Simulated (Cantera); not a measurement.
Charge: 1 mol S, 0.054 mol H2, equilibrated at 1 atm.

Method: chemical equilibrium by Gibbs-energy minimisation in Cantera with the NASA 1993 tables (ideal gas, pure condensed phases). Candidate condensed phases: S; 7 gas species. The numbers say what is thermodynamically allowed, not how fast it happens.

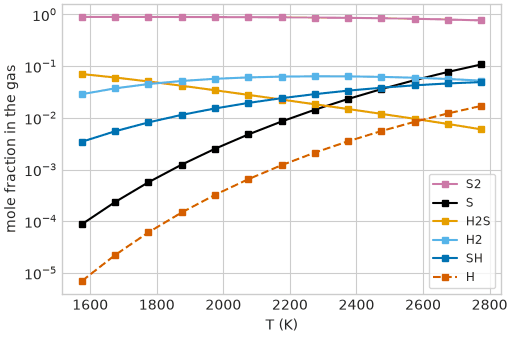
Fig. 1. Equilibrium gas composition (values under 1e-9 drawn at 1e-9)

From 1575 K to 2775 K nothing is condensed.
